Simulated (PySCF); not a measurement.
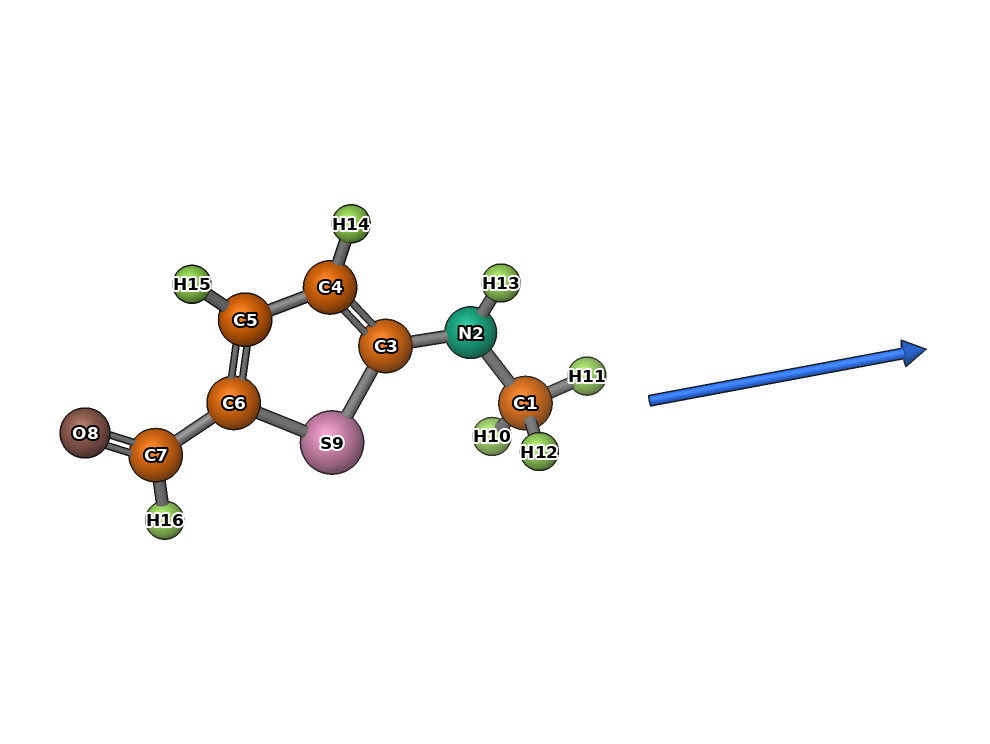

The arrow beside the molecule shows the direction of the dipole moment, from the negative to the positive end (its length means nothing). Computed geometry: GFN2-xTB optimisation. No frequency run is at hand to confirm it as a minimum. Properties computed with CAM-B3LYP/def2-SVPD, gas phase (PySCF 2.14.0).

> Estimate the dipole moment.

6.83 D; it points from the side of O8 to the side of H11 (the outermost atoms at the two ends).
